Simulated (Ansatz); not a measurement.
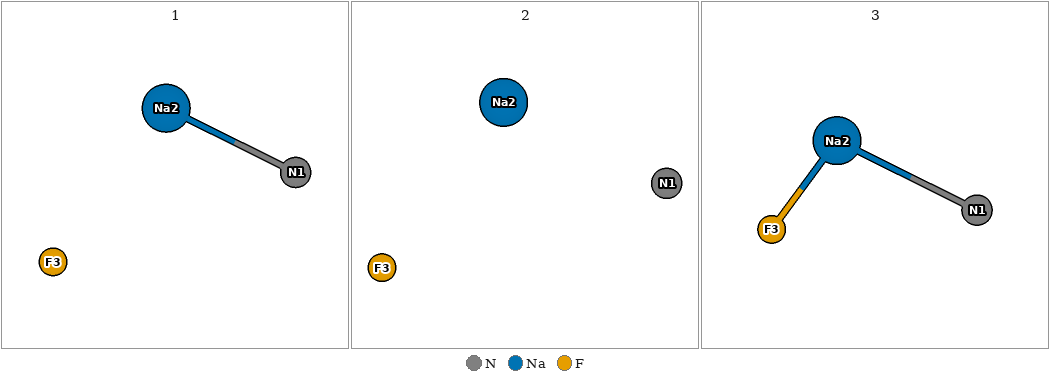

The system N + NaF, spin multiplicity 4. First axis: distance N1–Na2. Second axis: distance Na2–F3. Nothing is relaxed (the angle N1–Na2–F3 is fixed at 100 degrees). The grid has 11 × 11 points. Points are written as (first, second). Energies are in kJ/mol, from the lowest grid point. Level of theory: Ansatz, UKS BHLYP-D4/def2-SVPD.

The numbered pictures are structures from this grid.

Question: Which is the most stable, and how do the others follow?

Answer: 3, at (2.708 Å, 1.908 Å): 0 kJ/mol; 1, at (2.504 Å, 3.304 Å): 209 kJ/mol; 2, at (3.154 Å, 3.552 Å): 238 kJ/mol.

The map, with the structures marked:

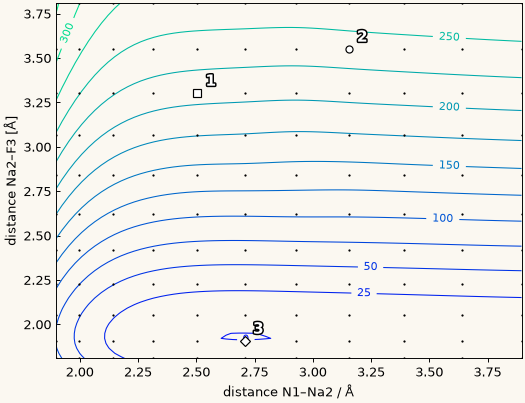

Drawn: contour lines labelled in kJ/mol, dots at the grid points. Between grid points the surface is interpolated.
